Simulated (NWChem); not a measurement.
# One shape, several levels: KOH (SMILES [OH][K])

We compute a comparison of 4 runs (HF/def2-SVP, HF/def2-TZVP, HF/def2-TZVPP, HF/def2-QZVP) of KOH. 

Program for the calculation: NWChem 7.3.0.

3 further runs of the same task are left out: 2 that didn't finish, 1 set aside as unsound or not needed.

### 1 Starting point

The species is KOH (3 atoms), meant as a singlet with charge 0. SMILES: `[OH][K]`. The shape is that of a PBE0-D4/def2-TZVP optimisation.

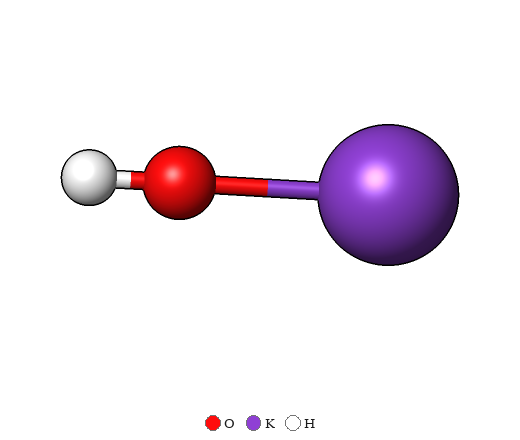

The structure, seen from a chosen angle (oxygen red, potassium purple, hydrogen white).

### 2 Magnetic shielding at HF/def2-SVP (run 1)

The input, mymol.xyz:

```xyz
3

O     -0.368800     0.046800    -0.196900
K      1.559600    -0.315600     0.819400
H     -1.201800     0.204000    -0.635700
```

The input, mymol.nw:

```
start mymol
memory stack 880 mb heap 220 mb global 1100 mb
geometry units angstroms noautosym nocenter noautoz
  load mymol.xyz
end
basis spherical bse
  * library def2-SVP
end
scf
  thresh 1e-08
  maxiter 80
  print low
end
property
  shielding
end
task scf property
```

Run with:

```sh
$ nwchem mymol.nw > mymol.out
```

The program printed:

```text
[...]
  functions       =    43
[...]
  wavefunction    = RHF
[...]
         Total SCF energy =   -674.459137290407
      One-electron energy =  -1018.492873352906
      Two-electron energy =    300.020959982703
 Nuclear repulsion energy =     44.012776079796
        Time for solution =      1.5s
[...]
           isotropic =     358.9641
[...]
           isotropic =    1301.7248
[...]
           isotropic =      34.4081
[...]
```

It took 5.1 s on 1 thread of Intel Xeon 6975P-C (Granite Rapids), shared host; peak memory 0.097 GiB.

### 3 Magnetic shielding at HF/def2-TZVP (run 2)

The input, hko.nw:

```
start hko
title "HKO nmr"
memory total 2200 mb

geometry units angstroms noautosym nocenter noautoz
 O    -0.368800    0.046800   -0.196900
 K     1.559600   -0.315600    0.819400
 H    -1.201800    0.204000   -0.635700
end

basis spherical bse
 * library def2-TZVP
end

scf
 nopen 0
 rhf
 thresh 1e-08
 maxiter 80
 noprint "final vectors analysis"
end

property
 shielding
end

task scf property
```

Run with:

```sh
$ nwchem hko.nw > hko.out
```

The program printed:

```text
[...]
  functions       =    70
[...]
  wavefunction    = RHF
[...]
         Total SCF energy =   -674.637345596055
      One-electron energy =  -1018.516886960266
      Two-electron energy =    299.866765284415
 Nuclear repulsion energy =     44.012776079796
        Time for solution =      5.6s
[...]
           isotropic =     328.7017
[...]
           isotropic =    1295.1414
[...]
           isotropic =      34.6849
[...]
```

It took 22 s on 1 thread of Intel Xeon 6975P-C (Granite Rapids), shared host; peak memory 0.099 GiB.

Run 3 isn't shown in full; the table further down has it.

### 4 Magnetic shielding at HF/def2-QZVP (run 4)

The input, hko.nw:

```
start hko
title "HKO hf"
memory stack 880 mb heap 220 mb global 1100 mb

geometry units angstrom noautosym nocenter noautoz
O       -0.368800       0.046800      -0.196900
K        1.559600      -0.315600       0.819400
H       -1.201800       0.204000      -0.635700
end

basis "ao basis" spherical bse
* library def2-QZVP
end

scf
thresh 1e-08
maxiter 80
print low
end

property
shielding
end

task scf property
```

Run with:

```sh
$ nwchem hko.nw > hko.out
```

The program printed:

```text
[...]
  functions       =   143
[...]
  wavefunction    = RHF
[...]
         Total SCF energy =   -674.656915526200
      One-electron energy =  -1018.520516386035
      Two-electron energy =    299.850824780039
 Nuclear repulsion energy =     44.012776079796
        Time for solution =     43.6s
[...]
           isotropic =     311.8209
[...]
           isotropic =    1283.6065
[...]
           isotropic =      34.1920
[...]
```

Wall time 3.3 min (1 thread of Intel Xeon 6975P-C (Granite Rapids), shared host); peak memory 0.12 GiB.

### 5 All runs side by side

```csv
run,level,energy (Eh),isotropic shielding of O1 (ppm),isotropic shielding of K2 (ppm),isotropic shielding of H3 (ppm),wall time
1,HF/def2-SVP,-674.459137,359.0,1301.7,34.4,5.1 s
2,HF/def2-TZVP,-674.637346,328.7,1295.1,34.7,22 s
3,HF/def2-TZVPP,-674.638909,326.6,1295.8,34.1,27 s
4,HF/def2-QZVP,-674.656916,311.8,1283.6,34.2,3.3 min
```

Convergence of the total energy of singlet KOH with the basis set, against the last point:

```csv
basis set,from the last (mEh),wall time
def2-SVP,+197.778,5.1 s
def2-TZVP,+19.570,22 s
def2-TZVPP,+18.007,27 s
def2-QZVP,+0.000,3.3 min
```

Convergence of the isotropic shielding of O1 of singlet KOH with the basis set, against the last point:

```csv
basis set,from the last (ppm),wall time
def2-SVP,+47.143,5.1 s
def2-TZVP,+16.881,22 s
def2-TZVPP,+14.822,27 s
def2-QZVP,+0.000,3.3 min
```

### 6 Summary of results

| quantity | value |
| --- | --- |
| run 4: total energy | -674.65692 Eh |
| run 4: isotropic shielding of O1 | 311.8 ppm |
| run 4: isotropic shielding of K2 | 1283.6 ppm |
| run 4: isotropic shielding of H3 | 34.2 ppm |

In words: Over the runs the total energy spans 5.382 eV. All runs together took 4.2 min, the longest 3.3 min.
